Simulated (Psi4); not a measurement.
**SnSe (SMILES [Se][Sn]) at MP2/def2-TZVP (core potential)**

What is the energy change on altering one bond length of SnSe at MP2/def2-TZVP (core potential)? 

The results are computed with Psi4 1.11.

6 further runs of the same task are left out: 4 that didn't finish, 2 set aside as unsound or not needed.

## (1) The system as given

SnSe: 2 atoms, total charge 0, spin state singlet. SMILES: `[Se][Sn]`. Geometry: relaxed at PBE0-D4/def2-TZVP.

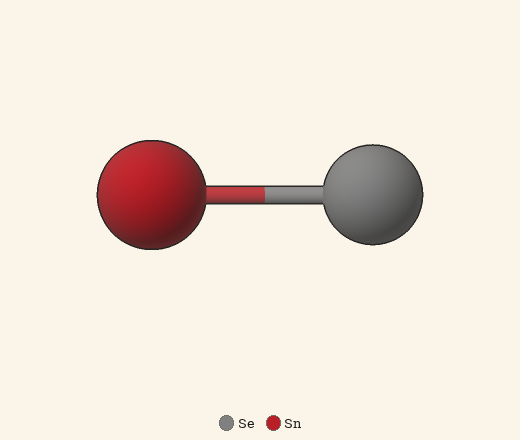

The structure, seen from a chosen angle (selenium grey, tin red).

## (2) A single-point energy at MP2/def2-TZVP (core potential)

calc.inp

```
memory 2200 mb

molecule geom {
  0 1
  Se
  Sn 1 2.32528
  symmetry c1
  no_reorient
  no_com
}

set globals {
  basis def2-TZVP
  puream true
  e_convergence 1e-09
  d_convergence 1e-08
  scf_type pk
  num_frozen_docc 13
  mp2_type conv
}

E = energy("mp2")
print_variables()
```

The run is started by

```
$ psi4 calc.inp calc.out -n 1
```

calc.out:

```text
[...]
    !!!  WARNING: ECP capability is in beta. Please check occupations closely.  !!!
[...]
  Running in c1 symmetry.
[...]
  Nuclear repulsion =  170.226619409774344
[...]
  Multiplicity = 1
[...]
  Nalpha       = 28
  Nbeta        = 28
[...]
    Number of basis functions: 98
[...]
 WARNING: Atomic UHF is not converging! Try casting from a smaller basis or call Rob at CCMST.
   -------------------------
[...]
   @RHF iter   1: -2612.46220110496779   -3.53555e+00   1.93063e-02 ADIIS/DIIS
[...]
   @RHF iter  14: -2613.25292288842638   -2.09184e-11   8.60098e-09 DIIS
[...]
    Orbital Energies [Eh]
    ---------------------
    Doubly Occupied:
       1A   -460.796987     2A    -60.601184     3A    -54.201345
       4A    -54.201345     5A    -54.201255     6A     -8.865678
       7A     -6.597277     8A     -6.596279     9A     -6.596279
      10A     -5.895094    11A     -4.084518    12A     -4.084518
      13A     -4.075716    14A     -2.584597    15A     -2.583766
      16A     -2.583766    17A     -2.583033    18A     -2.583033
      19A     -1.352227    20A     -1.352227    21A     -1.344869
      22A     -1.342907    23A     -1.342907    24A     -0.848878
      25A     -0.540086    26A     -0.344551    27A     -0.333340
      28A     -0.333340
[...]
  @RHF Final Energy: -2613.25292288842638
   => Energetics <=
    Nuclear Repulsion Energy =            170.2266194097743437
    One-Electron Energy =               -4061.2570769391572867
    Two-Electron Energy =                1277.7775346409569011
    Total Energy =                      -2613.2529228884259282
[...]
 Multipole Moments:
 ------------------------------------------------------------------------------------
     Multipole            Electronic (a.u.)      Nuclear  (a.u.)        Total (a.u.)
 ------------------------------------------------------------------------------------
 L = 1.  Multiply by 2.5417464519 to convert [e a0] to [Debye]
 Dipole X            :         -0.0000000            0.0000000           -0.0000000
 Dipole Y            :         -0.0000000            0.0000000           -0.0000000
 Dipole Z            :         52.5151343          -50.9855577            1.5295765
 Magnitude           :                                                    1.5295765
[...]
	SCS-MP2 Total Energy (a.u.)        : -2613.76684750709592
	SOS-MP2 Total Energy (a.u.)        : -2613.70397906150447
	SCSN-MP2 Total Energy (a.u.)       : -2613.58486828114883
[...]
	SOS-PI-MP2 Total Energy (a.u.)     : -2613.77915509035074
[...]
	MP2 Total Energy (a.u.)            : -2613.81740836943209
[...]
```

It took 16 s on 1 thread of Intel Xeon at 2.50GHz (Skylake/Cascade Lake), shared host; peak memory 0.6 GiB.

## (3) The distorted shape

calc.py

```python
import psi4

psi4.set_memory(2200000000)
psi4.set_num_threads(1)
psi4.core.set_output_file('psi4.out', False)

molecule = psi4.geometry("""
Se     0.00000000     0.00000000    -0.64683436
Sn     0.00000000     0.00000000     4.40648227
units au
symmetry c1
no_reorient
no_com
""")

psi4.set_options({
    'basis': 'def2-TZVP',
    'puream': True,
    'e_convergence': 1e-09,
    'd_convergence': 1e-08,
    'scf_type': 'pk',
    'num_frozen_docc': 13,
    'mp2_type': 'conv',
})

e = psi4.energy("mp2", molecule=molecule)
print(f'total energy {e:.8f} hartree = {e * 27.211386:.5f} eV')
```

The run is started by

```
$ python calc.py
```

psi4.out:

```text
[...]
    !!!  WARNING: ECP capability is in beta. Please check occupations closely.  !!!
[...]
  Running in c1 symmetry.
[...]
  Nuclear repulsion =  148.021597451335651
[...]
  Multiplicity = 1
[...]
  Nalpha       = 28
  Nbeta        = 28
[...]
    Number of basis functions: 98
[...]
 WARNING: Atomic UHF is not converging! Try casting from a smaller basis or call Rob at CCMST.
   -------------------------
[...]
   @RHF iter   1: -2612.33304930358418   -3.66407e+00   1.94972e-02 DIIS/ADIIS
[...]
   @RHF iter  16: -2613.21674457415611   -1.90994e-11   2.75803e-09 DIIS
[...]
    Orbital Energies [Eh]
    ---------------------
    Doubly Occupied:
       1A   -460.788504     2A    -60.590953     3A    -54.191479
       4A    -54.191016     5A    -54.191016     6A     -8.853805
       7A     -6.585817     8A     -6.583639     9A     -6.583639
      10A     -5.922984    11A     -4.112401    12A     -4.112401
      13A     -4.102281    14A     -2.573704    15A     -2.572480
      16A     -2.572480    17A     -2.569555    18A     -2.569555
      19A     -1.379975    20A     -1.379975    21A     -1.369095
      22A     -1.369095    23A     -1.366801    24A     -0.803048
      25A     -0.553190    26A     -0.331153    27A     -0.301490
      28A     -0.301490
[...]
  @RHF Final Energy: -2613.21674457415611
   => Energetics <=
    Nuclear Repulsion Energy =            148.0215974513356514
    One-Electron Energy =               -4016.8306355705412898
    Two-Electron Energy =                1255.5922935450494151
    Total Energy =                      -2613.2167445741561096
[...]
 Multipole Moments:
 ------------------------------------------------------------------------------------
     Multipole            Electronic (a.u.)      Nuclear  (a.u.)        Total (a.u.)
 ------------------------------------------------------------------------------------
 L = 1.  Multiply by 2.5417464519 to convert [e a0] to [Debye]
 Dipole X            :         -0.0000000            0.0000000           -0.0000000
 Dipole Y            :         -0.0000000            0.0000000           -0.0000000
 Dipole Z            :        -72.6166990           74.9502417            2.3335427
 Magnitude           :                                                    2.3335427
[...]
	SCS-MP2 Total Energy (a.u.)        : -2613.73747406608118
	SOS-MP2 Total Energy (a.u.)        : -2613.67449333776540
	SCSN-MP2 Total Energy (a.u.)       : -2613.54928281966113
[...]
	SOS-PI-MP2 Total Energy (a.u.)     : -2613.75078479836657
[...]
	MP2 Total Energy (a.u.)            : -2613.78714406210975
[...]
```

Standard output:

```text
total energy -2613.78714406 hartree = -71124.77090 eV
```

Run time: 16 s. Hardware: 1 thread of Intel Xeon at 2.50GHz (Skylake/Cascade Lake), shared host; peak memory 0.6 GiB.

## (4) What came out

Level: MP2/def2-TZVP (core potential), 13 core orbitals frozen.

| quantity | value |
| --- | --- |
| first shape: total energy | -2613.81741 Eh |
| first shape: HOMO energy (Hartree–Fock orbitals) | -9.07 eV |
| first shape: LUMO energy (Hartree–Fock orbitals) | -0.02 eV |
| first shape: HOMO–LUMO gap (Hartree–Fock orbitals) | 9.05 eV |
| first shape: correlation energy (13 core orbitals frozen) | -564.5 mEh |
| distorted shape: total energy | -2613.78714 Eh |
| distorted shape: HOMO energy (Hartree–Fock orbitals) | -8.20 eV |
| distorted shape: LUMO energy (Hartree–Fock orbitals) | -0.71 eV |
| distorted shape: HOMO–LUMO gap (Hartree–Fock orbitals) | 7.50 eV |
| distorted shape: correlation energy (13 core orbitals frozen) | -570.4 mEh |
| energy change with the Se1–Sn2 bond stretched from 2.325 to 2.674 Å | 0.824 eV |

In words: With the Se1–Sn2 bond stretched from 2.325 to 2.674 Å the energy rises by 0.82 eV (79.5 kJ/mol). The first shape isn't relaxed at this level, so the change isn't measured from a minimum.
